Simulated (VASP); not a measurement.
Band structure of TlAs (relaxed from the NiAs type structure, space group P6_3/mmc). Calculation: PBEsol GGA, VASP's PBE PAW potentials (set 64) (plane waves; VASP 6.6.1).

Unless said otherwise, spin-orbit coupling is left out, though it shifts the bands of the heavy elements here.

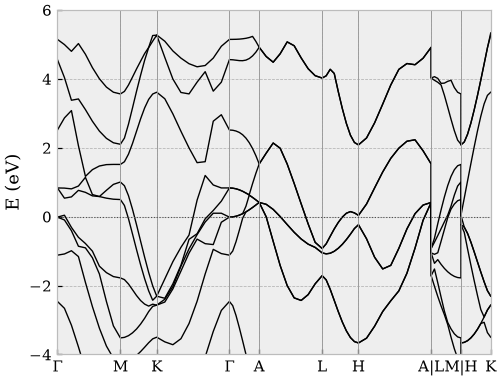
Figure. Bands along high-symmetry lines, zero at the valence-band maximum or, without a gap, the Fermi level

Question: Read the plot: is there a gap, and where are the band edges?

Answer: It has no gap at this level: it comes out as a metal or semimetal. (Edges off the drawn lines would not show.)

The structure was generated: TlAs was put into the NiAs type type (P6_3/mmc), which need not be its known phase. It was relaxed first, which changed the volume by +10 %.
